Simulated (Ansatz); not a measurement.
The calculation's input:

```
basis:
  gaussian: {orbitals: def2-TZVPD}
crystal:
  periodic: [false, false, false]
  atoms:
    - symbol: C
      position_ang: [-3.421196, 1.322836, 0.481846]
    - symbol: O
      position_ang: [-2.027760, -0.299502, -1.583332]
    - symbol: Si
      position_ang: [-2.170978, 1.242352, -0.922024]
    - symbol: Te
      position_ang: [0.066005, 2.098453, -0.072992]
    - symbol: H
      position_ang: [-3.557969, 2.370175, 0.818161]
    - symbol: H
      position_ang: [-4.399022, 0.930809, 0.133082]
    - symbol: H
      position_ang: [-3.094476, 0.716551, 1.350584]
    - symbol: H
      position_ang: [-2.576780, 2.120460, -2.067059]
    - symbol: H
      position_ang: [-1.396808, -0.875223, -1.115865]
    - symbol: H
      position_ang: [-0.357878, 1.675208, 1.499357]
hamiltonian: {xc: {name: PBE0}}
output: {forces: true, orbitals: {seedname: orbitals}}
```

Run with:

```sh
ansatz run input.yaml --threads 2 --pin off --max-ram 4350MiB --events-out events.jsonl --progress --plain --runs-dir runs
```

Geometry: PBE-D3(BJ)/def2-SVP; core potentials replace the inner electrons of Te.

Computed with Ansatz 0.2.0, isolated molecule in a Gaussian basis; Kohn-Sham density functional theory, functional PBE0.

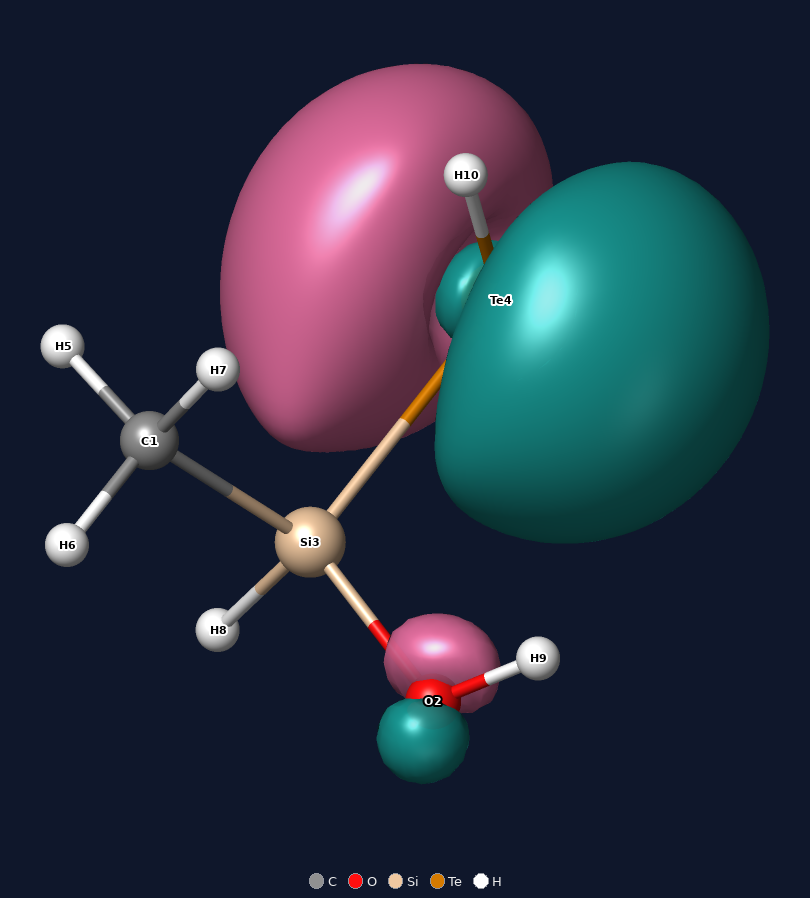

CH$_{6}$OSiTe. The HOMO at ±0.1 Å⁻³ᐟ² (teal and pink are the two phases), seen at an oblique angle.

> What is the character of this orbital?

By Hirshfeld shares it lies mainly on Te4 (about 85 %). Its energy is −6.56 eV.
